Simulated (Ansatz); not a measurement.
**Ag(111) film, 5 layers, flat: channels in plane against thickness**

How does quantum confinement change the conductance of Ag(111) film, 5 layers, flat and thicker films?

Calculated with Ansatz 0.2.0; Ansatz plane-wave DFT, PBE, PAW files; ballistic transport by layer matching (Landauer), zero bias; PAW set soft_1.

### 1. Starting point

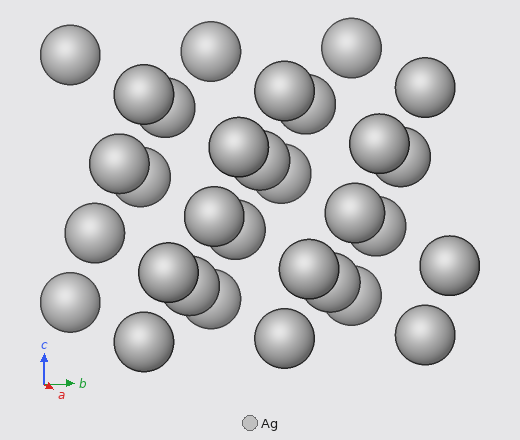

The starting structure, seen from the side, with the c axis up (silver light grey). 1×2×1 cells are drawn. Some periodic images of atoms are drawn too.

The cell holds 10 atoms: 10 Ag. Cell: a = 20.437 Å, b = 2.889 Å, c = 5.005 Å, α = 90.0°, β = 90.0°, γ = 90.0°. It derives from Ag. Vacuum lies along a. The structure's axis is c.

### 2. With 5 layers

Vacuum lies along the first vector, which takes one k-point, and the current runs in the film's plane. One period is a perfect wire, so its channels are the result. Energies from -0.27 to 0.27 eV in steps of 0.036 eV cover the slope of the Fermi function at 300 K, so the program can form a conductance.

File input.yaml:

```yaml
crystal:
  lattice:
    - [20.4366746799, 0.0, 0.0]
    - [0.0, 2.8893797293, 0.0]
    - [0.0, 0.0, 5.0045524935]
  atoms:
    - { symbol: Ag, position: [0.2201923782, 0.0, 0.0] }
    - { symbol: Ag, position: [0.2201923782, 0.5, 0.5] }
    - { symbol: Ag, position: [0.3356303693, 0.0, 0.3333333333] }
    - { symbol: Ag, position: [0.3356303693, 0.5, 0.8333333333] }
    - { symbol: Ag, position: [0.4510683604, 0.0, 0.6666666667] }
    - { symbol: Ag, position: [0.4510683604, 0.5, 0.1666666667] }
    - { symbol: Ag, position: [0.5665063515, 0.0, 0.0] }
    - { symbol: Ag, position: [0.5665063515, 0.5, 0.5] }
    - { symbol: Ag, position: [0.6819443426, 0.0, 0.3333333333] }
    - { symbol: Ag, position: [0.6819443426, 0.5, 0.8333333333] }
kpoints:
  mp_grid: { grid: [1, 14, 8] }
hamiltonian:
  xc: pbe
  pseudopotentials: { kind: paw, azcp: { folder: soft_1 } }
scf:
  occupations: { method: fermi_dirac, width: 0.1 }
output:
  transmission:
    leads: [[0, 0]]
    kmesh: [1, 32]
    e_range: [-0.27, 0.27]
    de: 0.036
```

Command:

```sh
> ansatz run input.yaml --threads 4 --pin off --max-ram 8192MiB --backend cpu --events-out ev --progress --plain --runs-dir out
```

Numbers of over 12 decimals in the logs are rounded to 6 here.

Output:

```text
Engine: ansatz 0.2.0, aarch64-unknown-linux-gnu
Pseudopotentials: kind: paw
Pseudopotential: Ag, paw, valence charge 19, recommended cutoff 420 eV (normal), soft_1/Ag.paw.azcp
Functional definition: PBE
  parameter kappa = 0.804
  parameter beta = 0.066725
  exchange = pbe_x(kappa = kappa, mu = beta*pi^2/3)
  correlation = pbe_c(beta = beta)
Crystal: 10 atoms, lattice volume = 295.515 Å³
Basis set: ecut = 420 eV, 5785 PW (Γ)
Bands: 114, of which v1, the nominal top of the filled ones, is band 95 counted from 1 (94 counted from 0)
Symmetry: 8 space group operations
Space group: P-3m1 (ITA 164), of the structure as read, at distance tolerance 6.7e-5 Å
k-points: 40 of 112
Non-local potential: Ag, projectors of the file, l = 0: 3, l = 1: 2, l = 2: 2, l = 3: 1
PAW form: soft (Blöchl's): semilocal exchange-correlation on the pseudo side does not see the compensation charge
PAW one-centre angular grid: Ag, 590 points (default); XC on 64 Gauss nodes
Initial density: superposition of atomic densities (neutral atoms: chi_scale 0, normalization atom)
Initial wavefunctions: pseudopotential atomic-orbital guess
Functional: x = pbe(κ = 0.804, μ = 0.219515), c = pbe(β = 0.066725)
SCF iter   1: F=—  HF=-75906.918858 eV  |F-HF|=—  |Δ(HF+E_count)|=         —  Δρ=4.99e-2  dr2=8.19e0  ethr=3.10e-3  ⟨swp⟩=6.0  Hψ=16617  notcnv=0  defer=85
preconditioner: auto → LDOS  [metal: Δε(μ)=0.039 eV  Ē_g=9.174 eV  σ=0.100 eV  W_gap=0.10  n_scr=82 (ndim 8)  ℏωp=22.7 eV  f_vac=0.392  D(μ)=3.17/eV (n_scr^D=14)  β→1.0]
SCF iter   2: F=—  HF=-75908.373682 eV  |F-HF|=—  |Δ(HF+E_count)|=    1.45e0  Δρ=6.97e-2  dr2=1.17e1  ethr=3.10e-3  ⟨swp⟩=3.0  Hψ=10951  notcnv=0  defer=311
SCF iter   3: F=—  HF=-75904.791638 eV  |F-HF|=—  |Δ(HF+E_count)|=    3.58e0  Δρ=9.95e-3  dr2=1.88e-1  ethr=3.10e-3  ⟨swp⟩=2.3  Hψ=8655  notcnv=0  defer=323
SCF iter   4: F=—  HF=-75904.757293 eV  |F-HF|=—  |Δ(HF+E_count)|=   3.43e-2  Δρ=1.00e-3  dr2=2.20e-3  ethr=9.89e-5  ⟨swp⟩=2.0  Hψ=9024  notcnv=0  defer=323
SCF iter   5: F=—  HF=-75904.757976 eV  |F-HF|=—  |Δ(HF+E_count)|=   6.83e-4  Δρ=7.21e-4  dr2=1.44e-3  ethr=1.16e-6  ⟨swp⟩=3.0  Hψ=9477  notcnv=0  defer=323
SCF iter   6: F=—  HF=-75904.757746 eV  |F-HF|=—  |Δ(HF+E_count)|=   2.30e-4  Δρ=1.26e-4  dr2=5.70e-5  ethr=7.60e-7  ⟨swp⟩=2.1  Hψ=6201  notcnv=0  defer=323
SCF iter   7: F=—  HF=-75904.757818 eV  |F-HF|=—  |Δ(HF+E_count)|=   7.14e-5  Δρ=2.70e-5  dr2=2.53e-6  ethr=3.00e-8  ⟨swp⟩=2.0  Hψ=6722  notcnv=0  defer=323
SCF iter   8: F=—  HF=-75904.757818 eV  |F-HF|=—  |Δ(HF+E_count)|=   1.36e-7  Δρ=1.10e-5  dr2=3.80e-7  ethr=1.33e-9  ⟨swp⟩=2.4  Hψ=8689  notcnv=0  defer=323
SCF iter   9: F=-75904.757818 eV  HF=-75904.757818 eV  |F-HF|=3.33e-8  |Δ(HF+E_count)|=   4.94e-8  Δρ=4.55e-6  dr2=6.12e-8  ethr=5.26e-11  ⟨swp⟩=11.2  Hψ=17010  notcnv=0
SCF 1 converged in 9 iterations: F = -75904.757818 eV  dr2 = 6.12e-8
  greatest PAW one-centre occupation: 1.001 electrons in one spin orbital (limit 2), on the Ag atom at site 5 (counted from 0), in its partial waves of l = 0
transmission: 14 of 119 steps passed
transmission: 28 of 119 steps passed
[...]
transmission: 119 of 119 steps passed
SCF converged after 9 iterations
Free energy (F): -75904.757818 eV
Harris-Foulkes:  -75904.757818 eV  (|F-HF|=3.33e-8)
Internal energy: -75904.652695 eV  (E = F + TS)
E sigma→0 (E₀):  -75904.705256 eV
Entropy (-TS):   -0.105123 eV (-10.512 meV/atom)
Fermi energy:    8.107970 eV
--- Per-component energies (eV) ---
  E_band       = -4084.195645
  E_kinetic    = 4678.387705
  E_local      = -164225.294095  (includes V_loc(G=0)·N_el)
  E_nonlocal   = 318.133181
  E_hartree    = 81080.474574
  E_xc         = -1588.877461
  E_vxc        = -2010.730076  (∫ρ·V_xc dr)
  E_paw        = -39556.329231  (= ΣΔE_a)
  E_vpaw       = -5005.669781  (= ΣTr[D̂ρ^β])
  E_aug_tail   = 0.003727  (compensation charges beyond the density's cutoff)
  E_ewald      = 43388.848905
  E_smearing   = -0.105123  (= −TS)
  E_closure    = -0.000000  (closes the sum)
  Σ components = -75904.757818   (vs F -75904.757818, Δ=0.00e0)
--- Band table (eV; the first three rows and the last of 40) ---
  k-point 0: bands = [... 91 lower, 5.3081, 5.4076, 5.4151, 7.3828, 8.0578, 8.2536, 8.7426, 9.2410, ... 15 higher]
  k-point 1: bands = [... 91 lower, 5.3353, 5.3495, 5.6591, 7.1272, 7.5550, 7.6772, 8.4935, 8.5122, ... 15 higher]
  k-point 2: bands = [... 91 lower, 5.1439, 5.2150, 5.8397, 6.1629, 6.3290, 7.3936, 7.9997, 9.0220, ... 15 higher]
  k-point 39: bands = [... 91 lower, 8.0582, 8.7426, 8.7426, 9.2413, 9.2413, 9.5865, 9.5865, 9.7134, ... 15 higher]
--- Transmission ---
  basis      : 513 plane waves across, 7 finite elements along
  points     : 17, standing for a mesh of 1 x 32
  filling    : by the input's occupations and mesh, since the crystals that have channels conduct as metals do. If one of these is a semiconductor, that mesh has misplaced its level
  energies   : 16 from -0.270000 to 0.270000 eV about the Fermi level, 0.036000 eV apart; the leads are filled to 0.000000 eV, and channels, transmission and decay are at 0.018000 eV
  crystal 0  : Ag10, at the sites [0, 0], period 5.0046 Å: whole cells are its period
    offset         : up to 0.0000 Å between an atom of the period and one for which it stands
    filled         : 16.6 meV under the level at which it is neutral
    channels       : 3.812500e0 a spin
    conductance    : 5.0286e14 S/m² at 300 K; may be off by some 0.0 % by where its bands' edges are placed, 3.2 % from the k-mesh, 0.1 % from the distance to neutral
    slowest decay  : 0.1031 /Å at (0.0000, 0.5000)
```

Elapsed: 13 min, on 4 threads of Arm Neoverse V1, shared host; peak memory 3.3 GiB.

Reading the cycles: dr2 is the Hartree energy of the density residual (eV), the measure of convergence; HF is the Harris–Foulkes estimate of the energy, which meets the free energy F at convergence.

Numbers from this step:

```
free energy                                    : -75904.7578 eV
energy at zero smearing                        : -75904.7053 eV
Fermi energy                                   : 8.108 eV
cell area                                      : 59.05 Å²
open channels per spin nearest the Fermi level : 3.812
estimated errors of the lead's conductance     : 0, 3.2, 0.1 % (band edges, k-mesh, distance from neutral)
lead conductance per cell                      : 3.832 G₀
```

Per spin. The open channels, zone mean, lead by energy, zero at the Fermi level:

```tsv
energy (eV)	open channels, zone mean, lead
-0.270	3.72
-0.234	3.78
-0.198	3.78
-0.162	3.78
-0.126	3.84
-0.090	3.84
-0.054	3.91
-0.018	3.81
0.018	3.81
0.054	3.81
0.090	3.81
0.126	3.88
0.162	3.91
0.198	3.91
0.234	3.97
0.270	4.03
```

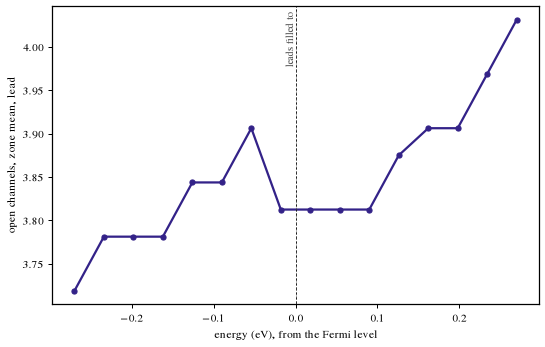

Open channels, zone mean, lead against energy.

The program's largest error estimate for it is 3.2 %, from the k-mesh.

### 3. With 6 layers, thickness 14.155 A

The film grows to 6 layers.

System of this step: Ag(111) film, 6 layers, flat. The cell holds 12 atoms: 12 Ag. Cell: a = 22.796 Å, b = 2.889 Å, c = 5.005 Å, α = 90.0°, β = 90.0°, γ = 90.0°. It derives from Ag. Vacuum lies along a. The structure's axis is c.

input.yaml, the sections that differ from step 2:

```yaml
crystal:
  lattice:
    - [22.7958433498, 0.0, 0.0]
    - [0.0, 2.8893797293, 0.0]
    - [0.0, 0.0, 5.0045524935]
  atoms:
    - { symbol: Ag, position: [0.1974044097, 0.0, 0.0] }
    - { symbol: Ag, position: [0.1974044097, 0.5, 0.5] }
    - { symbol: Ag, position: [0.3008955872, 0.0, 0.3333333333] }
    - { symbol: Ag, position: [0.3008955872, 0.5, 0.8333333333] }
    - { symbol: Ag, position: [0.4043867647, 0.0, 0.6666666667] }
    - { symbol: Ag, position: [0.4043867647, 0.5, 0.1666666667] }
    - { symbol: Ag, position: [0.5078779421, 0.0, 0.0] }
    - { symbol: Ag, position: [0.5078779421, 0.5, 0.5] }
    - { symbol: Ag, position: [0.6113691196, 0.0, 0.3333333333] }
    - { symbol: Ag, position: [0.6113691196, 0.5, 0.8333333333] }
    - { symbol: Ag, position: [0.7148602971, 0.0, 0.6666666667] }
    - { symbol: Ag, position: [0.7148602971, 0.5, 0.1666666667] }
# kpoints, hamiltonian, scf, output: as in step 2
```

Output:

```text
[...]
Crystal: 12 atoms, lattice volume = 329.629 Å³
Basis set: ecut = 420 eV, 6453 PW (Γ)
Bands: 137, of which v1, the nominal top of the filled ones, is band 114 counted from 1 (113 counted from 0)
[... 1 set-up line as in the run before ...]
[...]
k-points: 40 of 112
[...]
k-point 39: bands = [... 110 lower, 9.5008, 9.5008, 9.9873, 9.9873, 10.3195, 10.3195, 10.5706, 10.5706, ... 19 higher]
--- Transmission ---
  basis      : 569 plane waves across, 7 finite elements along
  points     : 17, standing for a mesh of 1 x 32
[...]
crystal 0  : Ag12, at the sites [0, 0], period 5.0046 Å: whole cells are its period
[...]
filled         : 1.4 meV over the level at which it is neutral
    channels       : 4.593750e0 a spin
[...]
[key lines of the parts left out:]
SCF converged after 9 iterations
Free energy (F): -91085.987800 eV
Fermi energy:    9.073557 eV
```

Elapsed: 19 min, on 4 threads; peak memory 4.1 GiB.

Numbers from this step:

| Item | Value |
| --- | --- |
| free energy | -91085.9878 eV |
| energy at zero smearing | -91085.9326 eV |
| Fermi energy | 9.074 eV |
| cell area | 65.87 Å² |
| open channels per spin nearest the Fermi level | 4.594 |
| estimated errors of the lead's conductance | 0, 4.9, 0 % (band edges, k-mesh, distance from neutral) |
| lead conductance per cell | 4.587 G₀ |

Per spin. The open channels, zone mean, lead by energy, zero at the Fermi level:

```tsv
energy (eV)	open channels, zone mean, lead
-0.270	4.44
-0.234	4.5
-0.198	4.5
-0.162	4.5
-0.126	4.41
-0.090	4.47
-0.054	4.59
-0.018	4.59
0.018	4.59
0.054	4.59
0.090	4.62
0.126	4.69
0.162	4.75
0.198	4.81
0.234	4.81
0.270	4.75
```

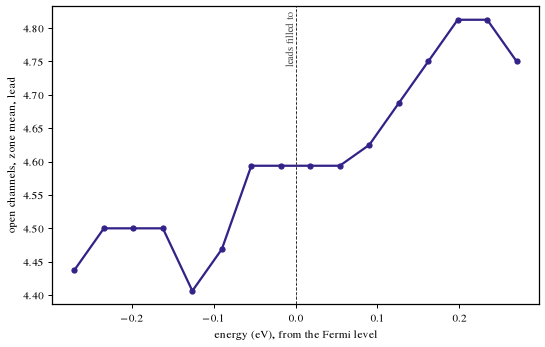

Open channels, zone mean, lead, plotted against energy.

The lead conductance per cell is 4.59 G₀, 20 % over the 3.83 G₀ of the last finished run.

### 4. With 7 layers, thickness 16.514 A

The film grows to 7 layers.

System of this step: Ag(111) film, 7 layers, flat. The cell holds 14 atoms: 14 Ag. Cell: a = 25.155 Å, b = 2.889 Å, c = 5.005 Å, α = 90.0°, β = 90.0°, γ = 90.0°. It derives from Ag. Vacuum lies along a. The structure's axis is c.

input.yaml, the sections that differ from step 3:

```yaml
crystal:
  lattice:
    - [25.1550120198, 0.0, 0.0]
    - [0.0, 2.8893797293, 0.0]
    - [0.0, 0.0, 5.0045524935]
  atoms:
    - { symbol: Ag, position: [0.1788907911, 0.0, 0.0] }
    - { symbol: Ag, position: [0.1788907911, 0.5, 0.5] }
    - { symbol: Ag, position: [0.2726760243, 0.0, 0.3333333333] }
    - { symbol: Ag, position: [0.2726760243, 0.5, 0.8333333333] }
    - { symbol: Ag, position: [0.3664612576, 0.0, 0.6666666667] }
    - { symbol: Ag, position: [0.3664612576, 0.5, 0.1666666667] }
    - { symbol: Ag, position: [0.4602464909, 0.0, 0.0] }
    - { symbol: Ag, position: [0.4602464909, 0.5, 0.5] }
    - { symbol: Ag, position: [0.5540317241, 0.0, 0.3333333333] }
    - { symbol: Ag, position: [0.5540317241, 0.5, 0.8333333333] }
    - { symbol: Ag, position: [0.6478169574, 0.0, 0.6666666667] }
    - { symbol: Ag, position: [0.6478169574, 0.5, 0.1666666667] }
    - { symbol: Ag, position: [0.7416021907, 0.0, 0.0] }
    - { symbol: Ag, position: [0.7416021907, 0.5, 0.5] }
# kpoints, hamiltonian, scf, output: as in step 3
```

Output:

```text
[...]
Crystal: 14 atoms, lattice volume = 363.743 Å³
Basis set: ecut = 420 eV, 7121 PW (Γ)
Bands: 160, of which v1, the nominal top of the filled ones, is band 133 counted from 1 (132 counted from 0)
[... 1 set-up line as in the run before ...]
[...]
k-points: 40 of 112
[...]
k-point 39: bands = [... 129 lower, 10.1226, 10.5863, 10.5863, 10.9204, 10.9204, 11.1681, 11.1681, 11.3641, ... 23 higher]
--- Transmission ---
  basis      : 629 plane waves across, 7 finite elements along
  points     : 17, standing for a mesh of 1 x 32
[...]
crystal 0  : Ag14, at the sites [0, 0], period 5.0046 Å: whole cells are its period
[...]
filled         : 24.1 meV under the level at which it is neutral
    channels       : 5.312500e0 a spin
[...]
[key lines of the parts left out:]
SCF converged after 9 iterations
Free energy (F): -106267.198977 eV
Fermi energy:    9.825605 eV
```

Wall time 25 min (4 threads); peak memory 5.1 GiB.

Numbers from this step:

```
free energy                                    : -106267.1990 eV
energy at zero smearing                        : -106267.1337 eV
Fermi energy                                   : 9.826 eV
cell area                                      : 72.68 Å²
open channels per spin nearest the Fermi level : 5.312
estimated errors of the lead's conductance     : 0, 4, 0 % (band edges, k-mesh, distance from neutral)
lead conductance per cell                      : 5.303 G₀
```

Per spin. The open channels, zone mean, lead by energy, zero at the Fermi level:

```tsv
energy (eV)	open channels, zone mean, lead
-0.270	5.16
-0.234	5.16
-0.198	5.22
-0.162	5.19
-0.126	5.19
-0.090	5.25
-0.054	5.31
-0.018	5.31
0.018	5.31
0.054	5.28
0.090	5.28
0.126	5.41
0.162	5.53
0.198	5.53
0.234	5.53
0.270	5.47
```

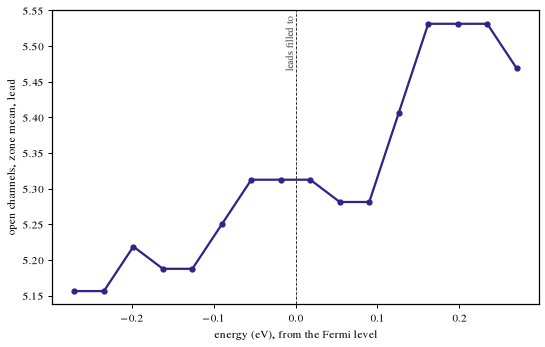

Open channels, zone mean, lead against energy.

The lead conductance per cell is 5.30 G₀, 16 % over the 4.59 G₀ of the last finished run.

### 5. The ladder

Times are for 4 threads of Arm Neoverse V1, shared host. The runs compared:

```tsv
no.	layers	lead conductance per cell (G₀)	time	memory (GiB)
1	5	3.832	13 min	3.3
2	6	4.587	19 min	4.1
3	7	5.303	25 min	5.1
```

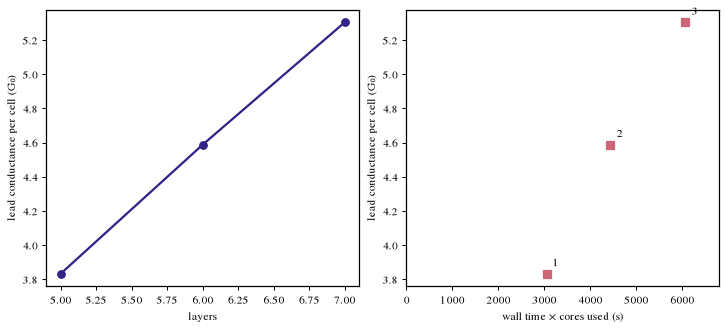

The series as plots; the last panel sets the first result against cost, with the runs numbered as in the table.

The runs together. Open channels, zone mean against energy, zero at the Fermi level:

```tsv
energy (eV)	5	6	7
-0.270	3.72	4.44	5.16
-0.234	3.78	4.5	5.16
-0.198	3.78	4.5	5.22
-0.162	3.78	4.5	5.19
-0.126	3.84	4.41	5.19
-0.090	3.84	4.47	5.25
-0.054	3.91	4.59	5.31
-0.018	3.81	4.59	5.31
0.018	3.81	4.59	5.31
0.054	3.81	4.59	5.28
0.090	3.81	4.62	5.28
0.126	3.88	4.69	5.41
0.162	3.91	4.75	5.53
0.198	3.91	4.81	5.53
0.234	3.97	4.81	5.53
0.270	4.03	4.75	5.47
```

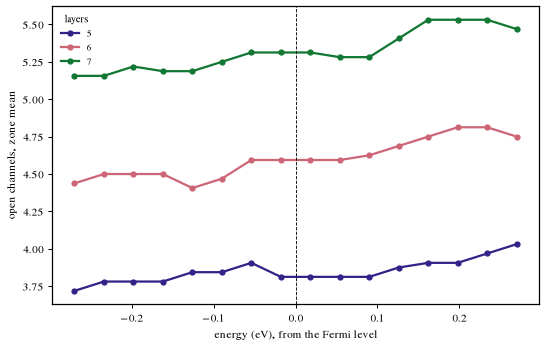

Open channels, zone mean against energy.

### 6. Outcome

| Item | Value |
| --- | --- |
| conductance per cell, 5 layers | 3.83 G₀ |
| conductance per cell, 6 layers | 4.59 G₀ |
| conductance per cell, 7 layers | 5.30 G₀ |

The conductance per cell width goes from 3.83 G0 at 5 to 5.30 G0 at 7 layers. Over the film's own cross-section (layers × spacing × width) the conductance runs from 0.87 to 0.86×10¹⁵ S/m²; that nominal section leaves out the charge that spills into the vacuum, which flatters the thinnest films. The gains from one thickness to the next are 0.76 and 0.72 G0 per added layer; their spread isn't beyond the error estimates. The film repeats perfectly along the current, so nothing scatters; its faces are clean and not relaxed.

[Logs are printed without paths, hosts, clocks, repeated set-up lines and the standing remarks that a program may print on its own settings, such as how far it seeks lower states.]

[Hosts, paths, dates, database ids (printed as entryN), source tags and the programs' standing remarks are cut or masked in the printed files.]
